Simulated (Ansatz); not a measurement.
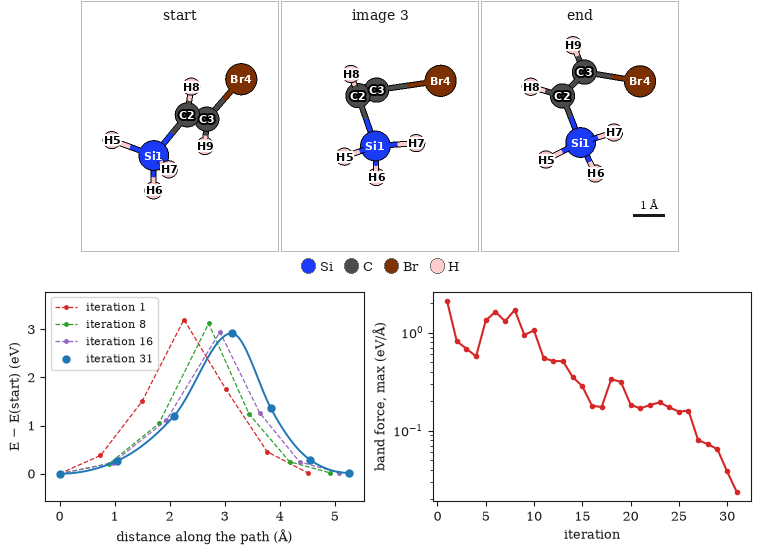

A search for the minimum-energy path of C$_{2}$H$_{5}$BrSi by the nudged elastic band. Images are numbered from 0 (start) to 6 (end). The plot follows the band through its iterations. The picture is a ball-and-stick view, seen from a free direction.

Level of theory: RKS B3LYP-D4/def2-SVP in Ansatz 0.2.0. Run with 5 movable images; climbing image; force threshold 0.03 eV/Å; iteration limit 60; starting path by straight interpolation.

**Did the band converge, and can the barrier be trusted?**

The run is converged, with reservations. The band converged in 31 iterations. The largest component of the band force went from 2.1 to 0.024 eV/Å. The climbing image converged on the top of the path. Its curvatures weren't checked. The straight starting path can push atoms close together and costs iterations. The first iteration put the highest image at 3.20 eV. The energy climbs by 2.92 eV to image 3 and then falls by 2.90 eV, so the end point sits at +0.02 eV.
